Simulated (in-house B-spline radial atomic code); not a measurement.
**Run report: Sc³⁺, RPA and GW calculation**

Sc³⁺, configuration [Ne] 3s2 3p6, inside a hard wall of radius 12 bohr. Computed at this level: RPA, second-order and SOSEX correlation energies and G0W0 (contour deformation) on a non-relativistic mean field, all electrons, B-spline basis (in-house B-spline radial atomic code).

**The input**
```
Z = 21
electrons = 18.0
configuration = [Ne] 3s2 3p6
hamiltonian = nr
method = hf
lmax = 9
wall_radius = 12
spin_polarised = False
box_radius = 12
intervals = 49
```

Launched within a batch (the task file carries these settings):
```bash
python <driver script> task.json out
```

The program writes its results to a structured record and prints no log; tables and figures of this report are taken from that record.

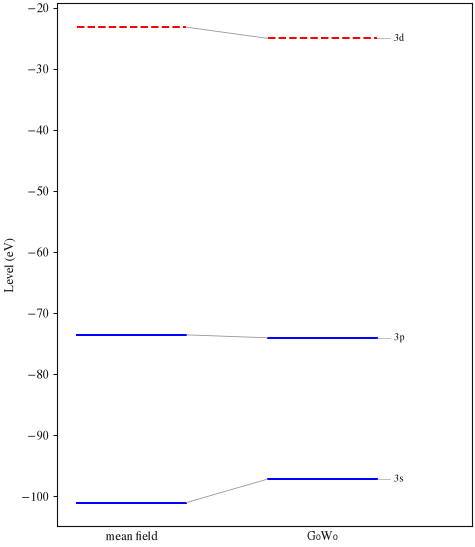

Figure 1. Mean-field and G₀W₀ levels (solid occupied, dashed empty) for Sc³⁺ ([Ne] 3s² 3p⁶). All-electron spherical atom, non-relativistic, Hartree-Fock start, no spin-orbit coupling, Breit or QED terms; computed with a B-spline radial code, inside a hard wall of radius 12 bohr. The quasi-particle equation is solved at full frequency; levels of low quasi-particle weight Z are left out. Σ columns are in eV, and Σc holds an estimate for the angular momenta beyond the basis. G₀W₀ moves the highest occupied level, 3p, from −73.60 to −74.08 eV (renormalisation factor Z = 0.97). The empty level 3d goes from −23.21 to −25.05 eV.

| Level | Mean field (eV) | Σc (eV) | Z | G₀W₀ (eV) |
| --- | --- | --- | --- | --- |
| 3d | −23.21 | −1.84 | 0.98 | −25.05 |
| 3p | −73.60 | −0.48 | 0.97 | −74.08 |
| 3s | −101.06 | 3.86 | 0.90 | −97.21 |

**Results in brief**

```
                                                                   quantity                      value
                                                                    outcome                  converged
                                                    mean-field total energy         −758.21487 hartree
                                     total energy with exact exchange alone         −758.21487 hartree
                                                      exact exchange energy          −37.33787 hartree
RPA correlation, extrapolated in the angular momentum of the empty orbitals           −1.04175 hartree
                                                 RPA correlation, as summed           −1.03446 hartree
                                                   direct second-order term           −1.15549 hartree
                                                 second-order exchange term            0.39231 hartree
                                                                 SOSEX term            0.36543 hartree
                                                                   hardware  1 CPU thread, shared host
                                                                  wall time                      0.9 s
```

**Notes**

To bear in mind: relativity is absent.
